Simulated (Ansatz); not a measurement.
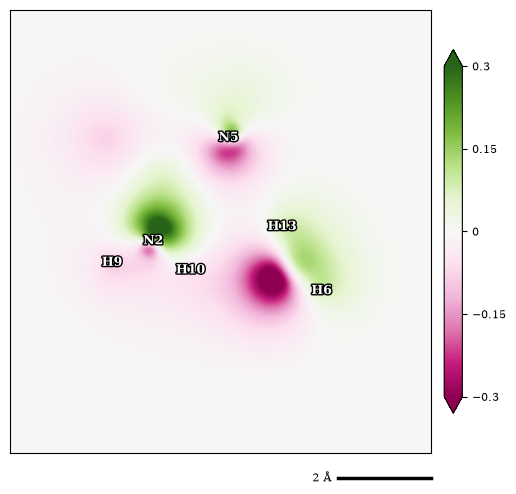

The picture shows: H$_{6}$N$_{2}$Si···CH$_{5}$N. The HOMO−1 on the plane of atoms H9, N2 and H10 (values in Å⁻³ᐟ²; the overall sign is arbitrary).

Computed with RKS PBE0-D4/def2-SVP (Ansatz).

```
atom    x (Å)    y (Å)    z (Å)
  Si  -0.6580   0.0733  -1.9908
   N   0.1768  -1.1987  -1.2023
   H  -0.1077   0.1379  -3.3865
   H  -2.1535  -0.0067  -2.1183
   N  -0.4380   1.4957  -0.9991
   H  -1.0039  -0.4224   2.3303
   N  -0.3234  -0.3817   1.5752
   C   1.0213  -0.2276   2.0892
   H   0.4761  -2.0263  -1.7014
   H  -0.0479  -1.3604  -0.2136
   H   0.5029   1.8664  -0.9029
   H  -1.1025   2.2552  -1.1110
   H  -0.5664   0.4154   0.9791
   H   1.7281  -0.2130   1.2439
   H   1.2028   0.6858   2.6928
   H   1.2930  -1.0927   2.7155
```

Question: What is the character of this orbital?

Answer: By Hirshfeld shares it lies mainly on N2 (about 50 %), N7 (about 10 %), Si1 (about 10 %) and H4 (about 10 %). Its energy is −6.79 eV.
